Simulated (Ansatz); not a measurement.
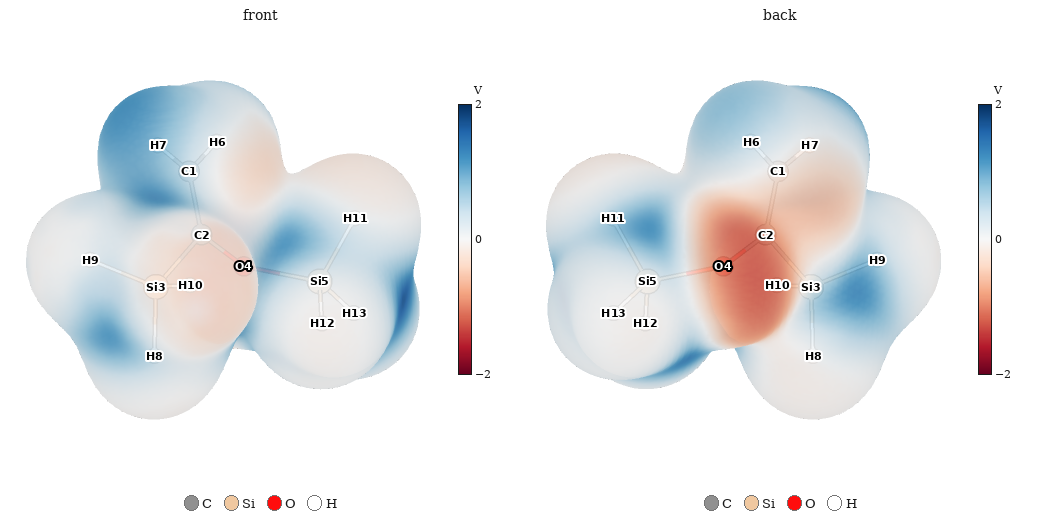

*C₂H₈OSi₂ (SMILES C=C([SiH3])O[SiH3]). The electrostatic potential painted on the density surface at 0.002 e/bohr³, seen from the front and from behind; the colour scale runs from red (negative) to blue (positive).*

The fields and orbitals are those of the mean-field reference, not of the correlated method.

Method: Ansatz 0.2.0, RPA, Gaussian basis, functional hf.

Input file:

```
crystal:
  periodic: [false, false, false]
  atoms:
    - { symbol: C, position_ang: [-1.1222, -0.5615, 1.3836] }
    - { symbol: C, position_ang: [-0.4381, -0.4623, 0.2479] }
    - { symbol: Si, position_ang: [1.0067, -1.5883, -0.0491] }
    - { symbol: O, position_ang: [-0.7771, 0.3758, -0.8001] }
    - { symbol: Si, position_ang: [-0.1585, 1.867, -1.0189] }
    - { symbol: H, position_ang: [-2.0552, 0.1197, 1.4849] }
    - { symbol: H, position_ang: [-0.9026, -1.1764, 2.2025] }
    - { symbol: H, position_ang: [1.3038, -1.7676, -1.4972] }
    - { symbol: H, position_ang: [0.8077, -2.8891, 0.6558] }
    - { symbol: H, position_ang: [2.2527, -0.9702, 0.5865] }
    - { symbol: H, position_ang: [-0.4205, 2.7182, 0.2167] }
    - { symbol: H, position_ang: [1.3237, 1.7409, -1.1888] }
    - { symbol: H, position_ang: [-0.8, 2.559, -2.209] }
basis:
  gaussian:
    orbitals: "6-31G*"
correlation:
  method: rpa
output:
  orbitals: {}
```

Command:

```sh
python energy_c2h8osi2.py
```

Question: Which sites attract a positive test charge, and which a negative one?

Answer: A positive charge is drawn to the negative regions and a negative charge to the positive ones. The most negative region (about −1.2 V) lies over O4, the most positive (about +1.5 V) over Si5. O4 is the likeliest acceptor of a hydrogen bond.
